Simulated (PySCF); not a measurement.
```csv
atom,x (Å),y (Å),z (Å)
C,-1.7334,1.6052,-0.3367
C,-1.5712,0.2762,-0.3438
C,-2.5798,-0.6613,-0.9379
Ge,0.0496,-0.4890,0.4272
C,1.6105,-0.8659,-0.7357
C,2.4956,-0.1918,0.3395
C,1.4796,0.7035,1.0909
H,-0.9926,2.2797,0.1041
H,-2.6241,2.0759,-0.7723
H,-3.4372,-0.1212,-1.3702
H,-2.1314,-1.2816,-1.7323
H,-2.9647,-1.3625,-0.1783
H,-0.3143,-1.6574,1.3730
H,1.8833,-1.8903,-1.0249
H,1.5351,-0.2503,-1.6463
H,3.3747,0.3445,-0.0585
H,2.8829,-0.9607,1.0284
H,1.6507,0.8416,2.1673
H,1.3864,1.6958,0.6211
```

Geometry: PBE0-D3(BJ)/def2-SVP.

All numbers below come from wB97X-D/def2-SVPD, SCF density, gas phase in PySCF.

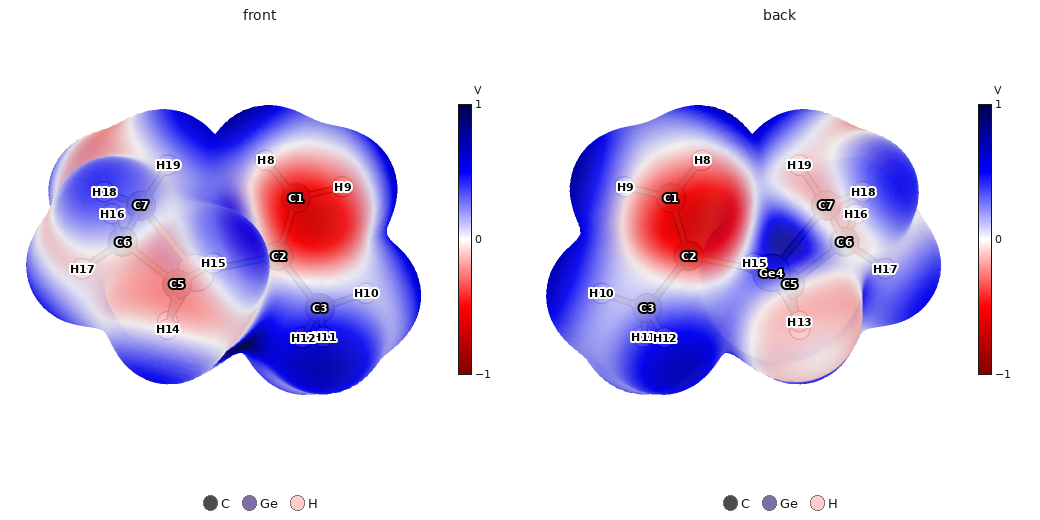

C6H12Ge. The electrostatic potential painted on the density surface at 0.002 e/bohr³, seen from the front and from behind; the colour scale runs from red (negative) to blue (positive).

Question: Where is the surface potential most negative and most positive?

Answer: The most negative region (about −0.6 V, or −14 kcal/mol for a unit charge) lies over the π face of C1 and C2, the most positive (about +0.9 V, or +21 kcal/mol for a unit charge) over Ge4.
